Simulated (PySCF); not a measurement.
C$_{7}$H$_{11}$BSi (SMILES [SiH3]CC1=CC=CC=CB1)

```json
{"atom": "Si", "x (Å)": "3.2232", "y (Å)": "-0.9713", "z (Å)": "-0.3885"}
{"atom": "C", "x (Å)": "2.1798", "y (Å)": "-0.4695", "z (Å)": "1.1156"}
{"atom": "C", "x (Å)": "0.7228", "y (Å)": "-0.4441", "z (Å)": "0.7589"}
{"atom": "C", "x (Å)": "0.1968", "y (Å)": "0.7704", "z (Å)": "0.3533"}
{"atom": "C", "x (Å)": "-1.1087", "y (Å)": "1.1128", "z (Å)": "-0.0710"}
{"atom": "C", "x (Å)": "-2.2472", "y (Å)": "0.3486", "z (Å)": "-0.2035"}
{"atom": "C", "x (Å)": "-2.4381", "y (Å)": "-1.0307", "z (Å)": "0.0523"}
{"atom": "C", "x (Å)": "-1.5216", "y (Å)": "-1.9583", "z (Å)": "0.4948"}
{"atom": "B", "x (Å)": "-0.0518", "y (Å)": "-1.7721", "z (Å)": "0.8335"}
{"atom": "H", "x (Å)": "4.6729", "y (Å)": "-1.0183", "z (Å)": "-0.0196"}
{"atom": "H", "x (Å)": "3.0349", "y (Å)": "0.0337", "z (Å)": "-1.4798"}
{"atom": "H", "x (Å)": "2.8002", "y (Å)": "-2.3132", "z (Å)": "-0.8887"}
{"atom": "H", "x (Å)": "2.5514", "y (Å)": "0.5108", "z (Å)": "1.4598"}
{"atom": "H", "x (Å)": "2.3843", "y (Å)": "-1.2100", "z (Å)": "1.9047"}
{"atom": "H", "x (Å)": "0.8886", "y (Å)": "1.6245", "z (Å)": "0.3567"}
{"atom": "H", "x (Å)": "-1.2305", "y (Å)": "2.1686", "z (Å)": "-0.3350"}
{"atom": "H", "x (Å)": "-3.1337", "y (Å)": "0.8855", "z (Å)": "-0.5558"}
{"atom": "H", "x (Å)": "-3.4603", "y (Å)": "-1.3823", "z (Å)": "-0.1365"}
{"atom": "H", "x (Å)": "-1.9336", "y (Å)": "-2.9687", "z (Å)": "0.6105"}
{"atom": "H", "x (Å)": "0.5709", "y (Å)": "-2.7487", "z (Å)": "1.2039"}
```

Geometry: PBE0-D3(BJ)/def2-SVP.

The calculation used PBE0/pcSseg-1, SCF density, gas phase, non-relativistic (PySCF 2.14.0).

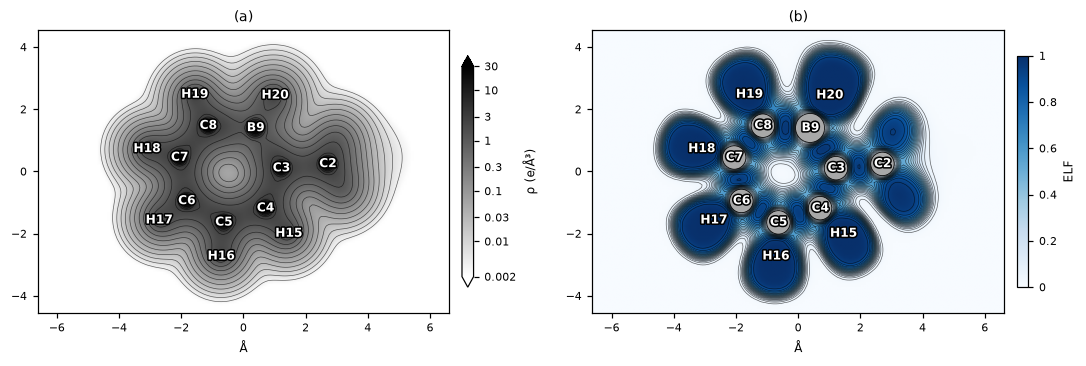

Figure 1. (a) electron density; (b) electron localisation function on the plane of atoms C4, C5 and C6. Grey discs cover the atomic cores in the ELF map.

What do the fields say about this system?

Answer. Atoms in the plane: C, B and H.
C–C (1.38 Å): ρ is about 2.1 e/Å³ halfway; the ELF peaks at about 0.95 between the atoms: localised, covalent bonding.
C–B (1.52 Å): ρ is about 1.5 e/Å³ halfway; the ELF peaks at about 0.95 between the atoms (localised, covalent bonding).
C–H (1.09 Å): the density is about 2 e/Å³ at the midpoint; the ELF climbs to about 1 towards the hydrogen, as it does in any bond to H; a covalent bond by its length.
C–C (1.50 Å): ρ is about 1.7 e/Å³ halfway; the ELF peaks at about 0.95 between the atoms: a shared electron pair.
B–H (1.22 Å): ρ at the midpoint is about 1.2 e/Å³; the ELF climbs to about 1 towards the hydrogen (an ordinary covalent bond to hydrogen).

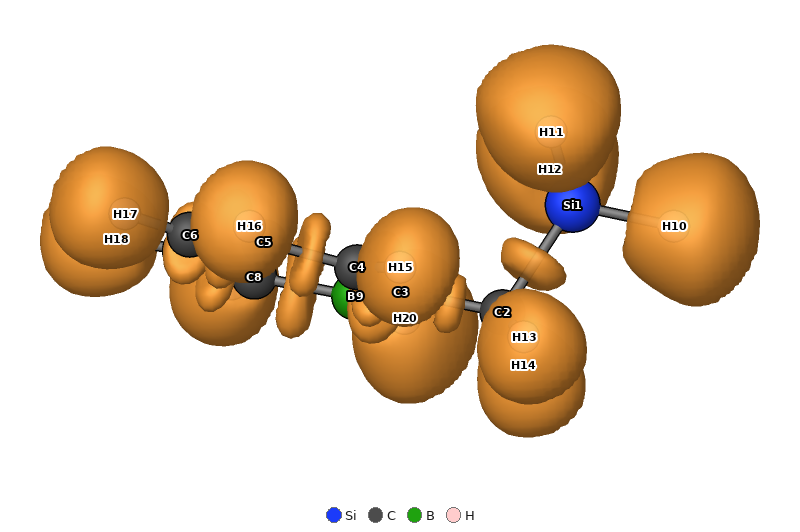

Figure 2. Isosurface of the ELF at 0.85 (orange), seen from one side. Core shells and regions of very low density are left out.

What do the ELF domains correspond to?

Answer. The surface consists of two regions between bonded B–C atoms (shared pairs), six regions between bonded C–C atoms (shared pairs), one region between bonded C–Si atoms (shared pairs) and eleven regions around hydrogen nuclei.

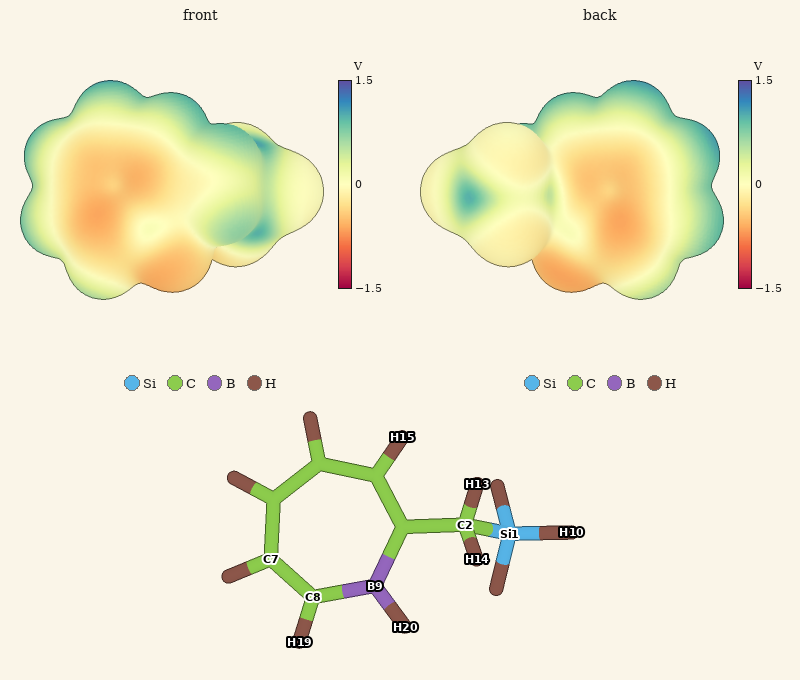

Figure 3. The molecular electrostatic potential painted on the density surface at 0.002 e/bohr³, seen from the front and from behind; the colour scale runs from red (negative) to blue (positive). The bare structure is drawn below in the same view.

Which sites attract a positive test charge, and which a negative one?

Answer. A positive charge is drawn to the negative regions and a negative charge to the positive ones. The most negative region (about −0.6 V) lies over C7, C8 and H20, the most positive (about +1.0 V) over Si1, H16 and H17.
